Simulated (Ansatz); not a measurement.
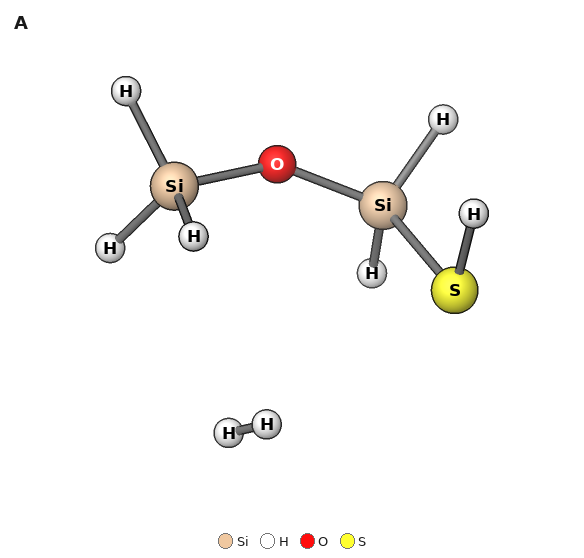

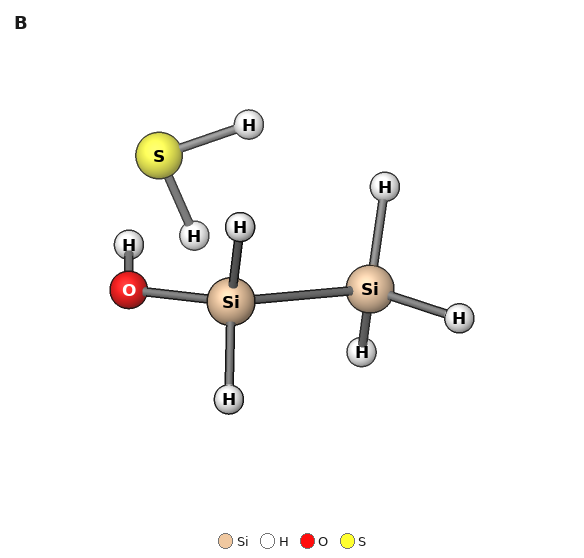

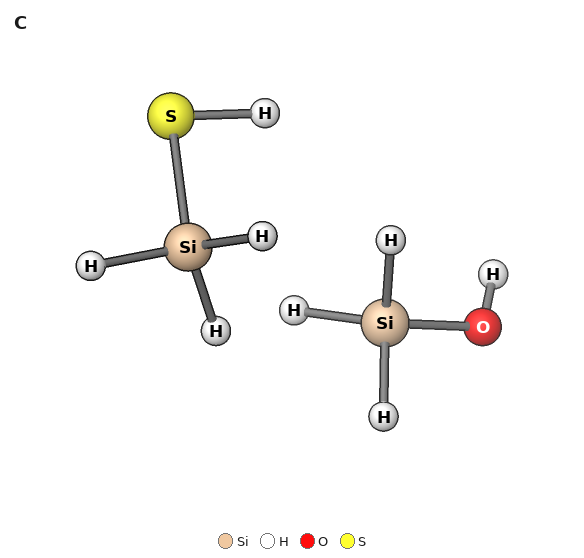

3 stationary structures of one formula. Geometries: PBE0-D4/def2-TZVP. Electronic energies: PBE0-D4/def2-TZVP (Ansatz 0.2.0), without zero-point energy. No frequency run is at hand to confirm each as a minimum. Each is one conformer, not always the lowest.

Rank them by energy, lowest first.

Answer. A is lowest; C lies 21.6 kcal/mol above it (a minimum), B lies 31.0 kcal/mol above it.
